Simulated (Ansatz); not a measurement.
**Run report: GeH₄O₃, molecular dynamics (part 4 of 4)**

The same run, continued: GeH₄O₃; RKS B3LYP-D4/def2-SVP (Ansatz 0.2.0). It belongs to a series of runs on one base structure; here: dynamics from the last frame of an earlier run.

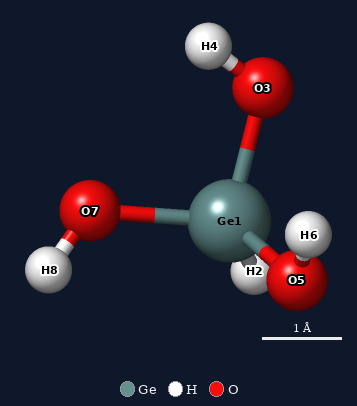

The geometry at step 86 of the log (ball-and-stick view, seen at a tilt; atoms are numbered from 1 in the order of the input).

Trajectory as extended XYZ, continued
```
8
Properties=species:S:1:pos:R:3:forces:R:3 step=72 time_fs=36.0 energy=-62715.40096 temperature=669.9
Ge   -0.0633   -0.1086    0.1769   -0.5629   0.2049  -0.3368
H    -0.1537    0.1072    1.6990    0.5058  -0.1924  -0.1306
O     1.4907   -0.0273   -0.7013    0.0071  -0.8735  -1.8235
H     1.5132   -0.5026   -1.6193   -0.3298   1.0637   2.6106
O    -1.0712    1.2961   -0.3735    0.7226  -0.8445  -0.9411
H    -0.8254    1.3870   -1.3243   -0.4463   0.2678   0.6805
O    -0.6014   -1.7258   -0.3442   -0.7487  -0.4285  -0.0967
H    -1.4831   -2.1304   -0.1703    0.8522   0.8025   0.0376
8
Properties=species:S:1:pos:R:3:forces:R:3 step=74 time_fs=37.0 energy=-62715.25097 temperature=522.8
Ge   -0.0621   -0.1113    0.1747   -0.6819   0.0715  -0.8772
H    -0.1366    0.0743    1.6719    0.4430  -0.0665   0.3730
O     1.4868   -0.0244   -0.6965    0.3192  -1.4213  -2.7358
H     1.5355   -0.5492   -1.6269   -0.4694   1.6351   3.4358
O    -1.0705    1.2911   -0.3820    1.0491  -0.5996  -2.1786
H    -0.8024    1.4089   -1.3606   -0.7638  -0.0013   2.0431
O    -0.5992   -1.7301   -0.3500   -0.9691  -0.5016  -0.0523
H    -1.4900   -2.1296   -0.1800    1.0730   0.8837  -0.0080
8
Properties=species:S:1:pos:R:3:forces:R:3 step=75 time_fs=37.5 energy=-62715.22127 temperature=471.8
Ge   -0.0617   -0.1125    0.1738   -0.7276   0.0062  -1.1399
H    -0.1254    0.0577    1.6593    0.4087  -0.0073   0.6313
O     1.4843   -0.0226   -0.6948    0.4452  -1.5319  -2.8428
H     1.5434   -0.5667   -1.6181   -0.5106   1.7476   3.4851
O    -1.0691    1.2887   -0.3868    1.1198  -0.5014  -2.4575
H    -0.7940    1.4191   -1.3725   -0.8394  -0.1071   2.3823
O    -0.5984   -1.7324   -0.3525   -0.9474  -0.4660  -0.0530
H    -1.4912   -2.1269   -0.1855    1.0513   0.8599  -0.0057
8
Properties=species:S:1:pos:R:3:forces:R:3 step=76 time_fs=38.0 energy=-62715.23313 temperature=557.7
Ge   -0.0616   -0.1136    0.1727   -0.7651  -0.0483  -1.3380
H    -0.1129    0.0400    1.6497    0.3748   0.0456   0.8400
O     1.4812   -0.0213   -0.6933    0.5503  -1.5604  -2.8022
H     1.5488   -0.5815   -1.6023   -0.5285   1.7748   3.3777
O    -1.0668    1.2864   -0.3921    1.1415  -0.4249  -2.5564
H    -0.7858    1.4286   -1.3796   -0.8712  -0.1874   2.5384
O    -0.5976   -1.7344   -0.3547   -0.8145  -0.3838  -0.0799
H    -1.4902   -2.1228   -0.1937    0.9128   0.7843   0.0204
8
Properties=species:S:1:pos:R:3:forces:R:3 step=77 time_fs=38.5 energy=-62715.29382 temperature=606.3
Ge   -0.0615   -0.1148    0.1716   -0.7916  -0.0895  -1.4426
H    -0.0978    0.0211    1.6442    0.3401   0.0903   0.9664
O     1.4782   -0.0204   -0.6917    0.6341  -1.4857  -2.5971
H     1.5539   -0.5936   -1.5787   -0.5253   1.6966   3.0969
O    -1.0638    1.2839   -0.3978    1.1059  -0.3761  -2.4605
H    -0.7794    1.4373   -1.3809   -0.8489  -0.2374   2.4992
O    -0.5964   -1.7364   -0.3562   -0.5758  -0.2562  -0.1256
H    -1.4870   -2.1165   -0.2026    0.6614   0.6579   0.0634
8
Properties=species:S:1:pos:R:3:forces:R:3 step=78 time_fs=39.0 energy=-62715.39332 temperature=691.8
Ge   -0.0615   -0.1157    0.1704   -0.7920  -0.1045  -1.4894
H    -0.0803    0.0022    1.6414    0.3036   0.1305   1.0297
O     1.4756   -0.0196   -0.6905    0.6775  -1.2797  -2.2012
H     1.5590   -0.6020   -1.5488   -0.4951   1.4838   2.6268
O    -1.0606    1.2814   -0.4040    0.9903  -0.3685  -2.1272
H    -0.7789    1.4460   -1.3765   -0.7467  -0.2513   2.2290
O    -0.5950   -1.7378   -0.3572   -0.2751  -0.1087  -0.1792
H    -1.4828   -2.1074   -0.2101    0.3376   0.4985   0.1115
8
Properties=species:S:1:pos:R:3:forces:R:3 step=79 time_fs=39.5 energy=-62715.50417 temperature=807.1
Ge   -0.0618   -0.1167    0.1691   -0.7774  -0.0983  -1.5244
H    -0.0616   -0.0174    1.6386    0.2660   0.1712   1.0832
O     1.4730   -0.0191   -0.6896    0.6712  -0.8864  -1.5704
H     1.5632   -0.6060   -1.5140   -0.4233   1.0808   1.9216
O    -1.0575    1.2788   -0.4108    0.7970  -0.4169  -1.5278
H    -0.7824    1.4553   -1.3659   -0.5646  -0.2142   1.6963
O    -0.5934   -1.7386   -0.3580    0.0284   0.0251  -0.2341
H    -1.4786   -2.0974   -0.2171    0.0027   0.3386   0.1556
8
Properties=species:S:1:pos:R:3:forces:R:3 step=80 time_fs=40.0 energy=-62715.58725 temperature=845.8
Ge   -0.0622   -0.1175    0.1678   -0.7667  -0.0893  -1.5607
H    -0.0429   -0.0385    1.6350    0.2290   0.2134   1.1486
O     1.4704   -0.0185   -0.6888    0.6036  -0.2639  -0.6838
H     1.5640   -0.6071   -1.4758   -0.2905   0.4440   0.9542
O    -1.0547    1.2760   -0.4177    0.5327  -0.5436  -0.6543
H    -0.7876    1.4630   -1.3506   -0.3083  -0.1008   0.8872
O    -0.5915   -1.7394   -0.3589    0.3421   0.1583  -0.2876
H    -1.4741   -2.0880   -0.2244   -0.3420   0.1819   0.1964
8
Properties=species:S:1:pos:R:3:forces:R:3 step=82 time_fs=41.0 energy=-62715.55030 temperature=679.3
Ge   -0.0630   -0.1192    0.1657   -0.7120  -0.0736  -1.6018
H    -0.0057   -0.0751    1.6280    0.1590   0.2809   1.2583
O     1.4670   -0.0174   -0.6871    0.3289   1.4709   1.4664
H     1.5620   -0.6079   -1.4036    0.0837  -1.3286  -1.3457
O    -1.0488    1.2699   -0.4309   -0.2272  -1.0665   1.9227
H    -0.7986    1.4705   -1.3122    0.4270   0.4114  -1.5912
O    -0.5879   -1.7413   -0.3609    1.1231   0.4741  -0.3905
H    -1.4644   -2.0669   -0.2406   -1.1824  -0.1687   0.2817
8
Properties=species:S:1:pos:R:3:forces:R:3 step=83 time_fs=41.5 energy=-62715.45555 temperature=594.7
Ge   -0.0636   -0.1200    0.1644   -0.6866  -0.0614  -1.5537
H     0.0119   -0.0899    1.6271    0.1212   0.3048   1.2399
O     1.4659   -0.0166   -0.6855    0.2082   2.2783   2.3153
H     1.5617   -0.6125   -1.3735    0.2598  -2.1555  -2.2681
O    -1.0458    1.2671   -0.4371   -0.6178  -1.3818   3.2316
H    -0.8030    1.4758   -1.2970    0.8006   0.7212  -2.8520
O    -0.5861   -1.7428   -0.3619    1.3680   0.5664  -0.4052
H    -1.4630   -2.0568   -0.2509   -1.4533  -0.2719   0.2923
8
Properties=species:S:1:pos:R:3:forces:R:3 step=84 time_fs=42.0 energy=-62715.38969 temperature=500.0
Ge   -0.0642   -0.1209    0.1631   -0.6594  -0.0436  -1.4314
H     0.0294   -0.1033    1.6292    0.0774   0.3250   1.1465
O     1.4651   -0.0157   -0.6831    0.1533   2.7854   2.7384
H     1.5621   -0.6218   -1.3491    0.3808  -2.6806  -2.7661
O    -1.0431    1.2642   -0.4426   -0.8786  -1.6028   4.0566
H    -0.8065    1.4839   -1.2893    1.0377   0.9398  -3.6256
O    -0.5839   -1.7444   -0.3627    1.3201   0.5410  -0.3819
H    -1.4661   -2.0484   -0.2611   -1.4314  -0.2642   0.2634
8
Properties=species:S:1:pos:R:3:forces:R:3 step=85 time_fs=42.5 energy=-62715.40086 temperature=509.8
Ge   -0.0647   -0.1218    0.1617   -0.6294  -0.0353  -1.2672
H     0.0473   -0.1164    1.6328    0.0289   0.3447   1.0150
O     1.4642   -0.0143   -0.6808    0.2094   2.7499   2.5306
H     1.5627   -0.6380   -1.3322    0.4028  -2.6606  -2.6354
O    -1.0408    1.2609   -0.4474   -0.9594  -1.6447   4.1934
H    -0.8078    1.4935   -1.2900    1.0856   0.9891  -3.7122
O    -0.5817   -1.7462   -0.3634    1.0584   0.4434  -0.3394
H    -1.4727   -2.0396   -0.2687   -1.1964  -0.1864   0.2151
8
Properties=species:S:1:pos:R:3:forces:R:3 step=86 time_fs=43.0 energy=-62715.48091 temperature=624.3
Ge   -0.0653   -0.1224    0.1601   -0.5758  -0.0395  -1.0960
H     0.0659   -0.1280    1.6366   -0.0243   0.3632   0.8774
O     1.4637   -0.0124   -0.6787    0.3576   2.1807   1.7914
H     1.5643   -0.6619   -1.3211    0.3320  -2.1053  -1.9695
O    -1.0383    1.2572   -0.4522   -0.8714  -1.4668   3.6445
H    -0.8063    1.5039   -1.2998    0.9502   0.8350  -3.1187
O    -0.5797   -1.7481   -0.3641    0.6670   0.3124  -0.2896
H    -1.4819   -2.0292   -0.2729   -0.8353  -0.0796   0.1605
8
Properties=species:S:1:pos:R:3:forces:R:3 step=87 time_fs=43.5 energy=-62715.57788 temperature=689.2
Ge   -0.0660   -0.1228    0.1585   -0.5013  -0.0527  -0.8848
H     0.0835   -0.1384    1.6429   -0.0838   0.3808   0.6907
O     1.4635   -0.0104   -0.6765    0.5445   1.3453   0.8687
H     1.5665   -0.6905   -1.3128    0.2167  -1.2831  -1.1114
O    -1.0357    1.2536   -0.4572   -0.6429  -1.0797   2.5239
H    -0.8030    1.5153   -1.3191    0.6644   0.4818  -1.9548
O    -0.5778   -1.7497   -0.3650    0.2601   0.1879  -0.2416
H    -1.4913   -2.0192   -0.2762   -0.4577   0.0197   0.1092
8
Properties=species:S:1:pos:R:3:forces:R:3 step=89 time_fs=44.5 energy=-62715.62592 temperature=686.5
Ge   -0.0677   -0.1234    0.1554   -0.3590  -0.1337  -0.3602
H     0.1104   -0.1622    1.6633   -0.2080   0.4241   0.2094
O     1.4633   -0.0054   -0.6711    0.9365  -0.4490  -0.8283
H     1.5721   -0.7509   -1.3001   -0.0310   0.4919   0.4741
O    -1.0307    1.2473   -0.4661   -0.1294  -0.1216  -0.0319
H    -0.7904    1.5389   -1.3712    0.0304  -0.3963   0.6748
O    -0.5740   -1.7541   -0.3665   -0.3755   0.0378  -0.1719
H    -1.5064   -2.0026   -0.2838    0.1360   0.1467   0.0340
8
Properties=species:S:1:pos:R:3:forces:R:3 step=90 time_fs=45.0 energy=-62715.56506 temperature=513.7
Ge   -0.0685   -0.1238    0.1537   -0.3037  -0.1823  -0.0979
H     0.1193   -0.1750    1.6746   -0.2632   0.4492  -0.0273
O     1.4631   -0.0028   -0.6683    1.0979  -1.1354  -1.3976
H     1.5758   -0.7777   -1.2932   -0.1252   1.1740   0.9964
O    -1.0288    1.2448   -0.4699    0.0424   0.2433  -0.9286
H    -0.7821    1.5493   -1.3944   -0.1905  -0.7275   1.5975
O    -0.5723   -1.7564   -0.3673   -0.5373   0.0192  -0.1562
H    -1.5108   -1.9945   -0.2881    0.2795   0.1594   0.0137
8
Properties=species:S:1:pos:R:3:forces:R:3 step=91 time_fs=45.5 energy=-62715.48285 temperature=451.3
Ge   -0.0691   -0.1243    0.1520   -0.2592  -0.2162   0.1249
H     0.1253   -0.1861    1.6851   -0.3088   0.4722  -0.2304
O     1.4629   -0.0005   -0.6663    1.2256  -1.6574  -1.7861
H     1.5795   -0.8016   -1.2847   -0.1950   1.6916   1.3466
O    -1.0270    1.2430   -0.4738    0.1582   0.5097  -1.5433
H    -0.7740    1.5590   -1.4132   -0.3450  -0.9717   2.2352
O    -0.5708   -1.7585   -0.3681   -0.6049   0.0259  -0.1496
H    -1.5133   -1.9863   -0.2928    0.3290   0.1459   0.0025
8
Properties=species:S:1:pos:R:3:forces:R:3 step=92 time_fs=46.0 energy=-62715.39788 temperature=415.0
Ge   -0.0697   -0.1250    0.1505   -0.2148  -0.2304   0.3434
H     0.1313   -0.1971    1.6964   -0.3532   0.4957  -0.4329
O     1.4624    0.0016   -0.6650    1.3276  -2.0702  -2.0538
H     1.5824   -0.8237   -1.2745   -0.2452   2.0990   1.5802
O    -1.0250    1.2416   -0.4780    0.2321   0.6854  -1.9232
H    -0.7654    1.5668   -1.4272   -0.4475  -1.1373   2.6388
O    -0.5694   -1.7602   -0.3689   -0.6375   0.0393  -0.1470
H    -1.5154   -1.9762   -0.2986    0.3385   0.1186  -0.0055
8
Properties=species:S:1:pos:R:3:forces:R:3 step=93 time_fs=46.5 energy=-62715.33609 temperature=378.4
Ge   -0.0703   -0.1257    0.1491   -0.1709  -0.2251   0.5515
H     0.1375   -0.2083    1.7080   -0.3960   0.5209  -0.6281
O     1.4616    0.0039   -0.6647    1.3988  -2.3488  -2.1962
H     1.5845   -0.8417   -1.2622   -0.2712   2.3695   1.6921
O    -1.0229    1.2408   -0.4828    0.2540   0.7612  -2.0475
H    -0.7577    1.5726   -1.4343   -0.4885  -1.2148   2.7879
O    -0.5686   -1.7613   -0.3694   -0.6289   0.0582  -0.1501
H    -1.5174   -1.9640   -0.3072    0.3026   0.0789  -0.0097
8
Properties=species:S:1:pos:R:3:forces:R:3 step=94 time_fs=47.0 energy=-62715.31306 temperature=357.9
Ge   -0.0711   -0.1264    0.1478   -0.1317  -0.2095   0.7038
H     0.1428   -0.2189    1.7169   -0.4319   0.5451  -0.7717
O     1.4605    0.0060   -0.6649    1.4326  -2.4502  -2.1932
H     1.5864   -0.8535   -1.2455   -0.2669   2.4589   1.6617
O    -1.0206    1.2403   -0.4879    0.2346   0.7660  -1.9872
H    -0.7513    1.5773   -1.4352   -0.4821  -1.2298   2.7526
O    -0.5680   -1.7624   -0.3701   -0.5967   0.0863  -0.1521
H    -1.5191   -1.9509   -0.3167    0.2421   0.0332  -0.0138
8
Properties=species:S:1:pos:R:3:forces:R:3 step=95 time_fs=47.5 energy=-62715.32622 temperature=367.1
Ge   -0.0720   -0.1272    0.1468   -0.1111  -0.1914   0.8025
H     0.1443   -0.2289    1.7235   -0.4560   0.5676  -0.8724
O     1.4594    0.0080   -0.6651    1.4353  -2.4218  -2.0942
H     1.5884   -0.8603   -1.2259   -0.2407   2.4156   1.5421
O    -1.0187    1.2401   -0.4933    0.1786   0.6856  -1.7461
H    -0.7470    1.5796   -1.4309   -0.4260  -1.1738   2.5366
O    -0.5678   -1.7642   -0.3711   -0.4988   0.1460  -0.1503
H    -1.5200   -1.9364   -0.3253    0.1187  -0.0277  -0.0181
8
Properties=species:S:1:pos:R:3:forces:R:3 step=97 time_fs=48.5 energy=-62715.42565 temperature=476.2
Ge   -0.0742   -0.1287    0.1447   -0.1059  -0.1165   0.8801
H     0.1344   -0.2418    1.7308   -0.4693   0.5958  -0.9838
O     1.4590    0.0104   -0.6649    1.3078  -2.0199  -1.6648
H     1.5880   -0.8625   -1.1826   -0.1020   1.9677   1.1006
O    -1.0154    1.2408   -0.5061   -0.1208   0.1836  -0.5115
H    -0.7453    1.5756   -1.4062   -0.0901  -0.7549   1.3451
O    -0.5682   -1.7681   -0.3749   -0.1363   0.3095  -0.1373
H    -1.5188   -1.9071   -0.3414   -0.2833  -0.1654  -0.0283
8
Properties=species:S:1:pos:R:3:forces:R:3 step=98 time_fs=49.0 energy=-62715.47143 temperature=532.2
Ge   -0.0756   -0.1295    0.1438   -0.1093  -0.0512   0.8611
H     0.1255   -0.2432    1.7308   -0.4638   0.5978  -0.9879
O     1.4592    0.0114   -0.6646    1.1758  -1.5896  -1.3127
H     1.5865   -0.8585   -1.1565    0.0183   1.5036   0.7508
O    -1.0141    1.2412   -0.5130   -0.3813  -0.2261   0.4719
H    -0.7467    1.5716   -1.3892    0.1963  -0.3955   0.3794
O    -0.5684   -1.7703   -0.3766    0.0458   0.3854  -0.1248
H    -1.5180   -1.8929   -0.3497   -0.4817  -0.2243  -0.0378
8
Properties=species:S:1:pos:R:3:forces:R:3 step=99 time_fs=49.5 energy=-62715.48518 temperature=528.7
Ge   -0.0771   -0.1303    0.1429   -0.1257   0.0295   0.8079
H     0.1147   -0.2438    1.7275   -0.4504   0.5968  -0.9487
O     1.4595    0.0122   -0.6644    1.0143  -1.0081  -0.8977
H     1.5835   -0.8525   -1.1289    0.1710   0.8823   0.3358
O    -1.0130    1.2417   -0.5198   -0.7006  -0.7120   1.6200
H    -0.7478    1.5671   -1.3722    0.5430   0.0384  -0.7533
O    -0.5683   -1.7724   -0.3778    0.1829   0.4430  -0.1125
H    -1.5174   -1.8792   -0.3593   -0.6346  -0.2699  -0.0516
8
Properties=species:S:1:pos:R:3:forces:R:3 step=100 time_fs=50.0 energy=-62715.46184 temperature=515.6
Ge   -0.0786   -0.1312    0.1420   -0.1463   0.1173   0.7204
H     0.1035   -0.2432    1.7202   -0.4320   0.5916  -0.8589
O     1.4599    0.0129   -0.6642    0.8249  -0.2862  -0.4401
H     1.5786   -0.8458   -1.1004    0.3525   0.1137  -0.1261
O    -1.0120    1.2421   -0.5263   -1.0526  -1.2183   2.7983
H    -0.7459    1.5630   -1.3565    0.9184   0.5005  -1.9243
O    -0.5682   -1.7746   -0.3786    0.2446   0.4816  -0.1008
H    -1.5179   -1.8665   -0.3686   -0.7096  -0.3001  -0.0684
```

This output came from the following input.

The input
```yaml
crystal:
  periodic: [false, false, false]
  atoms:
    - { symbol: Ge, position_ang: [-0.004835, -0.045103, 0.230372] }
    - { symbol: H, position_ang: [0.215436, 0.173287, 1.810448] }
    - { symbol: O, position_ang: [1.583328, -0.052807, -0.494653] }
    - { symbol: H, position_ang: [1.750557, -0.084825, -1.423525] }
    - { symbol: O, position_ang: [-1.233325, 1.074527, -0.328132] }
    - { symbol: H, position_ang: [-1.923354, 0.597279, -0.754271] }
    - { symbol: O, position_ang: [-0.701874, -1.575723, -0.278432] }
    - { symbol: H, position_ang: [-1.37164, -2.159572, -0.021307] }
basis:
  gaussian: { orbitals: def2-SVP }
hamiltonian:
  xc: b3lyp
  dispersion: d4
md:
  timestep: 0.5
  n_steps: 100
  ensemble: nvt_langevin
  temperature: 700.0
  initial_velocities: maxwell_boltzmann
  seed: 157511
  friction: 0.02
```

Launched with:
```bash
ansatz run input.yaml --threads 1 --pin off --max-ram 2048MiB --backend cpu --events-out ev --progress --plain --runs-dir out
```

Results in brief

```tsv
quantity	value
outcome	finished
mean temperature over the second half	546 K
trajectory	100 steps, 50 fs
ensemble	nvt_langevin
temperature in the input	700.0 K
time step	0.5 fs
potential energy (last step)	−62715.4621 eV
mean-field energy (last step)	−62715.2489 eV
largest force (length of the vector) (last step)	3.228 eV/Å
hardware	1 thread of AMD EPYC (Zen 5), 32 GiB of memory available, shared host
wall time	2.7 min
peak memory	0.22 GiB
```

Notes

So short a trajectory is not equilibrated. The logged temperature at the start can lie below the typed one, since it is counted over all degrees of freedom.
